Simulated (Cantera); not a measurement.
Input: 1 mol HBr, 0.035 mol H₂O, 3.8 mol O₂, at 2400 K.

Equilibrium computed with Cantera from the NASA thermochemical tables; the gas is ideal and each condensed phase is pure. Candidate condensed phases: Br₂, H₂O; 12 gas species. The ideal-gas law is rough above about 30 bar. Kinetics and transport are ignored.

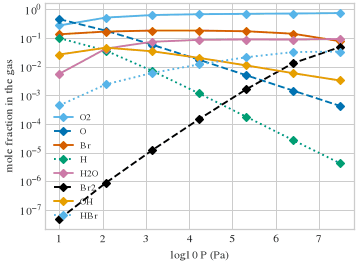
Figure: Equilibrium gas composition (values under 1e-9 drawn at 1e-9)

Problem. Read off the mole fractions at 18800 Torr.

Solution. O₂ about 0.72, Br about 0.14, H₂O about 0.088, HBr about 0.032, Br₂ about 0.013, OH about 0.0060, O about 0.0015, H about 2.7e-5.
